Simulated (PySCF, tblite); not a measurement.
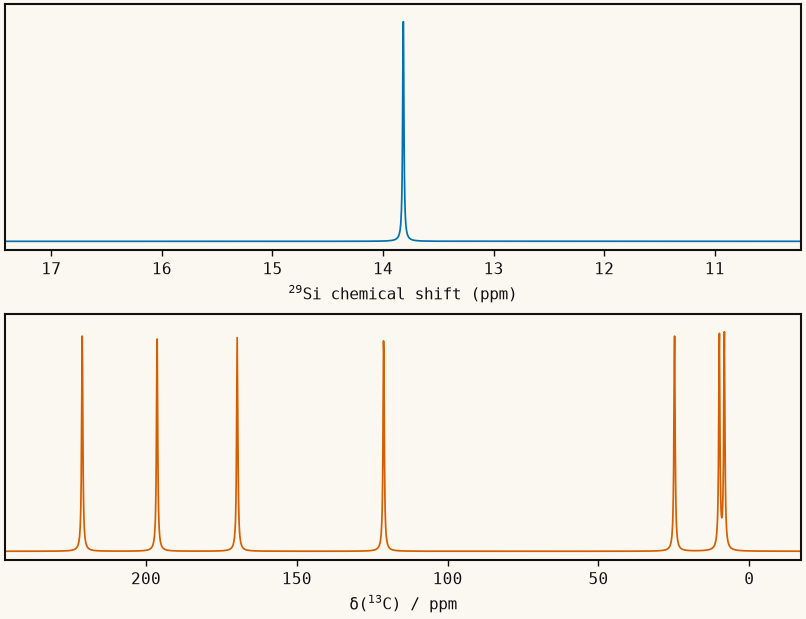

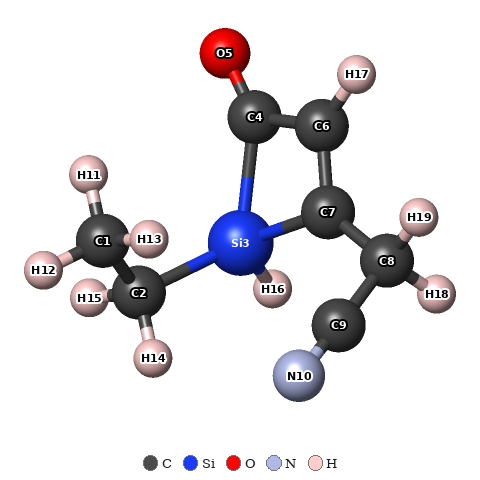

Spectrum and numbered structure of C₇H₉NOSi, SMILES CC[Si@H]1C(=O)C=C1CC#N. GIAO shifts, PBE0/pcSseg-1 in PySCF, at a GFN2-xTB geometry (a minimum by its frequencies), against TMS for ²⁹Si and TMS for ¹³C computed at the same level. Gas phase, fully decoupled, line heights follow the number of nuclei, widths are arbitrary (no quadrupolar broadening); values of one conformer, averaged over methyl-type rotors and exact or near symmetry; other conformers aren't averaged in.

Where does the ²⁹Si line lie?

Answer. At 13.8 ppm (Si3).

Which atoms give which ¹³C line?

Answer.
| δ (ppm) | nuclei | atoms |
| --- | --- | --- |
| 221.1 | 1 | C4 |
| 196.3 | 1 | C7 |
| 169.8 | 1 | C6 |
| 121.2 | 1 | C9 |
| 24.8 | 1 | C8 |
| 9.9 | 1 | C1 |
| 8.3 | 1 | C2 |

The order of signals that lie close, as those under 2 ppm apart, is within the error of the method.

Note: the tight-binding geometry is rougher than a DFT one and adds to the error.
